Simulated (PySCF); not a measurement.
**SiH4S (Si(SH)H3) at B2PLYP/STO-6G**

What is the vertical ionisation energy of SiH4S (Si(SH)H3) at B2PLYP/STO-6G? 

The results are computed with PySCF 2.14.0.

6 further runs of the same task are left out: 6 set aside as unsound or not needed.

### Step 1. The molecule

SiH4S has 6 atoms, charge 0, and is taken as a singlet. SMILES: `[H][Si]([H])([H])S`. Geometry: relaxed at GFN2-xTB.

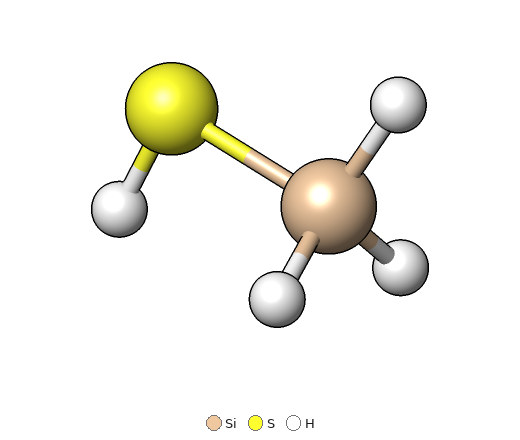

Viewed from a chosen angle; silicon light orange, sulfur yellow, hydrogen white.

### Step 2. The energy at B2PLYP/STO-6G

start.xyz

```xyz
6

Si     0.201210    -0.014540    -0.544580
S      0.253720     0.019820     1.601470
H     -1.056810     0.059910     1.795240
H      1.606010    -0.020690    -0.909950
H     -0.503230     1.180600    -0.990160
H     -0.500900    -1.225100    -0.952020
```

input.py

```python
from pyscf import gto, dft, mp

molecule = gto.M(
    atom='start.xyz',
    verbose=3,
    max_memory=1860,
    basis='sto-6g',
    spin=0,
)

myscf = dft.RKS(molecule, xc='0.53*HF + 0.47*B88, 0.73*LYP')
myscf.grids.level = 5
myscf.conv_tol = 1e-10
myscf.kernel()
if not myscf.converged:
    myscf = myscf.newton().run(myscf.mo_coeff, myscf.mo_occ)

pt = mp.MP2(myscf, frozen=10).run()
e_final = myscf.e_tot + 0.27 * pt.e_corr
print('PT2 part  %.8f' % (0.27 * pt.e_corr))
print('Final energy', e_final)
```

Command:

```
$ OMP_NUM_THREADS=1 python input.py
```

Log:

```text
converged SCF energy = -687.291648789957
E(RMP2) = -687.372455458408  E_corr = -0.0808066684515517
E(SCS-RMP2) = -687.385608196988  E_corr = -0.0939594070315938
PT2 part  -0.02181780
Final energy -687.3134665904388
```

It took 3.9 s on 1 thread of Intel Xeon 6975P-C (Granite Rapids), shared host; peak memory 0.21 GiB.

### Step 3. The doublet cation, same level

Changes to start.xyz since step 2:

```diff
@@ -1,3 +1,3 @@
 6
-
+H4SSi
 Si     0.201210    -0.014540    -0.544580
```

job.py

```python
from pyscf import gto, dft, mp

mol = gto.Mole()
mol.atom = 'start.xyz'
mol.verbose = 4
mol.basis = 'sto-6g'
mol.spin = 1
mol.max_memory = 1860
mol.charge = 1
mol.build()

mf = dft.UKS(mol, xc='0.53*HF + 0.47*B88, 0.73*LYP')
mf.grids.level = 5
mf.conv_tol = 1e-10
mf.kernel()
if not mf.converged:
    mf = mf.newton().run(mf.mo_coeff, mf.mo_occ)

pt = mp.MP2(mf, frozen=10).run()
e_final = mf.e_tot + 0.27 * pt.e_corr
print('PT2 part  %.8f' % (0.27 * pt.e_corr))
print('E(%s) = %.9f' % ('B2PLYP', e_final))
```

Command:

```
$ OMP_NUM_THREADS=1 python job.py
```

Log:

```text
PySCF version 2.14.0

[INPUT] num. atoms = 6
[INPUT] num. electrons = 33
[INPUT] charge = 1
[INPUT] spin (= nelec alpha-beta = 2S) = 1
[INPUT] symmetry False subgroup None
[INPUT] Mole.unit = angstrom
[INPUT] Symbol           X                Y                Z      unit          X                Y                Z       unit  Magmom
[INPUT]  1 Si     0.201210000000  -0.014540000000  -0.544580000000 AA    0.380231793524  -0.027476617851  -1.029107052916 Bohr   0.0
[INPUT]  2 S      0.253720000000   0.019820000000   1.601470000000 AA    0.479461312325   0.037454371789   3.026339696707 Bohr   0.0
[INPUT]  3 H     -1.056810000000   0.059910000000   1.795240000000 AA   -1.997081465702   0.113213492123   3.392511927864 Bohr   0.0
[INPUT]  4 H      1.606010000000  -0.020690000000  -0.909950000000 AA    3.034919053313  -0.039098433517  -1.719556287048 Bohr   0.0
[INPUT]  5 H     -0.503230000000   1.180600000000  -0.990160000000 AA   -0.950966877665   2.231010662662  -1.871131219499 Bohr   0.0
[INPUT]  6 H     -0.500900000000  -1.225100000000  -0.952020000000 AA   -0.946563815795  -2.315103475205  -1.799057065108 Bohr   0.0

nuclear repulsion = 89.5275041447322
number of shells = 14
number of NR pGTOs = 132
number of NR cGTOs = 22
basis = sto-6g
ecp = {}

******** <class 'pyscf.dft.uks.UKS'> ********
method = UKS
initial guess = minao
damping factor = 0
level_shift factor = 0
DIIS = <class 'pyscf.scf.diis.CDIIS'>
diis_start_cycle = 1
diis_space = 8
diis_damp = 0
SCF conv_tol = 1e-10
SCF conv_tol_grad = None
SCF max_cycles = 50
direct_scf = True
direct_scf_tol = 1e-13
number electrons alpha = 17  beta = 16
XC library pyscf.dft.libxc version 7.0.0
    S. Lehtola, C. Steigemann, M. J.T. Oliveira, and M. A.L. Marques.,  SoftwareX 7, 1–5 (2018)
XC functionals = 0.53*HF + 0.47*B88, 0.73*LYP
    A. D. Becke.,  Phys. Rev. A 38, 3098 (1988)
    C. Lee, W. Yang, and R. G. Parr.,  Phys. Rev. B 37, 785 (1988)
    B. Miehlich, A. Savin, H. Stoll, and H. Preuss.,  Chem. Phys. Lett. 157, 200 (1989)
radial grids:
    Treutler-Ahlrichs [JCP 102, 346 (1995); DOI:10.1063/1.469408] (M4) radial grids

becke partition: Becke, JCP 88, 2547 (1988); DOI:10.1063/1.454033
pruning grids: <function nwchem_prune>
grids dens level: 5
symmetrized grids: False
atomic radii adjust function: <function treutler_atomic_radii_adjust>
small_rho_cutoff = 0
Set gradient conv threshold to 1e-05
tot grids = 180760
init E= -686.897973399715
[... the frontier-level lines of each cycle are left out ...]


cycle= 1 E= -687.031746481225  delta_E= -0.134  |g|= 0.131  |ddm|=  1.9
cycle= 2 E= -687.050493418035  delta_E= -0.0187  |g|= 0.0417  |ddm|= 0.34
cycle= 3 E= -687.052262338011  delta_E= -0.00177  |g|= 0.00946  |ddm|= 0.0888
cycle= 4 E= -687.052506960058  delta_E= -0.000245  |g|= 0.00308  |ddm|= 0.0344
cycle= 5 E= -687.052535949756  delta_E= -2.9e-05  |g|= 0.001  |ddm|= 0.0146
cycle= 6 E= -687.052538215732  delta_E= -2.27e-06  |g|= 0.000413  |ddm|= 0.00367
cycle= 7 E= -687.052538649533  delta_E= -4.34e-07  |g|= 8.66e-05  |ddm|= 0.00198
cycle= 8 E= -687.052538668287  delta_E= -1.88e-08  |g|= 1.36e-05  |ddm|= 0.000426
cycle= 9 E= -687.052538668757  delta_E= -4.7e-10  |g|= 4.57e-06  |ddm|= 5.65e-05
cycle= 10 E= -687.052538668827  delta_E= -7.06e-11  |g|= 9.84e-07  |ddm|= 2.68e-05
Extra cycle  E= -687.052538668831  delta_E= -3.75e-12  |g|= 6.05e-07  |ddm|= 4.03e-06
converged SCF energy = -687.052538668831  <S^2> = 0.75303865  2S+1 = 2.0030363

******** <class 'pyscf.mp.ump2.UMP2'> ********
nocc = (np.int64(7), np.int64(6)), nmo = (12, 12)
frozen orbitals 10
E(UMP2) = -687.130327236188  E_corr = -0.0777885673566282
E(SCS-UMP2) = -687.142863382859  E_corr = -0.0903247140281482
E_corr(same-spin) = -0.00348642323054499
E_corr(oppo-spin) = -0.0743021441260832
PT2 part  -0.02100291
E(B2PLYP) = -687.073541582
```

Wall time 6.9 s (1 thread of Intel Xeon 6975P-C (Granite Rapids), shared host); peak memory 0.21 GiB.

### Step 4. Summary of results

Level: B2PLYP/STO-6G, 10 core orbitals frozen.

| quantity | value |
| --- | --- |
| singlet SiH4S: total energy | -687.31347 Eh |
| singlet SiH4S: dipole moment (SCF part) | 1.40 D |
| singlet SiH4S: HOMO energy (SCF part's orbitals) | -4.78 eV |
| singlet SiH4S: LUMO energy (SCF part's orbitals) | 8.09 eV |
| singlet SiH4S: HOMO–LUMO gap (SCF part's orbitals) | 12.87 eV |
| doublet cation: total energy | -687.07354 Eh |
| doublet cation: HOMO energy (SCF part's orbitals) (highest over α and β) | -15.81 eV |
| doublet cation: LUMO energy (SCF part's orbitals) (lowest over α and β) | -8.20 eV |
| doublet cation: ⟨S²⟩ | 0.753 |
| vertical ionisation energy (to the doublet cation) | 6.529 eV |

In words: Removing an electron at fixed nuclei costs 6.53 eV (151 kcal/mol). −ε(HOMO) before ionisation, 4.78 eV, is 1.75 eV below this ionisation energy. In a minimal basis such a difference can be off by several eV, whatever the method. Mulliken charges (singlet SiH4S) run from -0.14 on H6 to +0.55 on Si1.
